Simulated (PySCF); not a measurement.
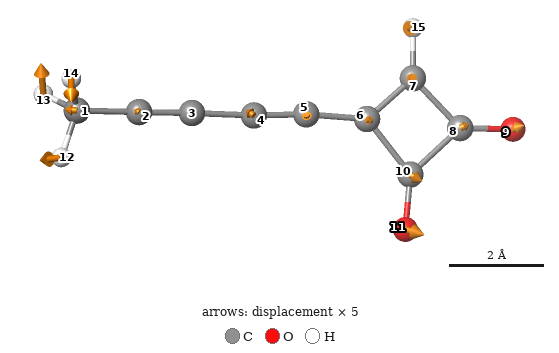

A relaxation of C9H4O2. The starting structure is drawn; orange arrows show the displacements, magnified 5 times. The two geometries are superimposed by the best rigid fit.

The picture is a ball-and-stick view, seen at a tilt.

The start comes from GFN2-xTB. Its atoms were then displaced at random by about 0.01 Å.

Level of theory: PySCF, PBE0-D3(BJ)/def2-SVP geometry optimisation, gas phase. 

Which element moves most?

Hydrogen: up to 0.16 Å, against 0.10 Å for oxygen.

Describe the change and its energy.

The largest move after the best rigid fit is that of H13, 0.16 Å. Largest moves by element: H 0.16 Å, O 0.10 Å, C 0.06 Å. Among the contacts that change: C1–H13 1.144 → 1.102 Å, C4–C5 1.184 → 1.226 Å, C3–C4 1.395 → 1.361 Å, C1–C2 1.415 → 1.446 Å. Bond angles that change, for instance: C3–C4–C5 176.6° → 179.5°, H12–C1–H14 110.7° → 108.1°, H12–C1–H13 106.0° → 108.2°. After 6 geometry steps the energy has fallen by 5.70 kcal/mol.
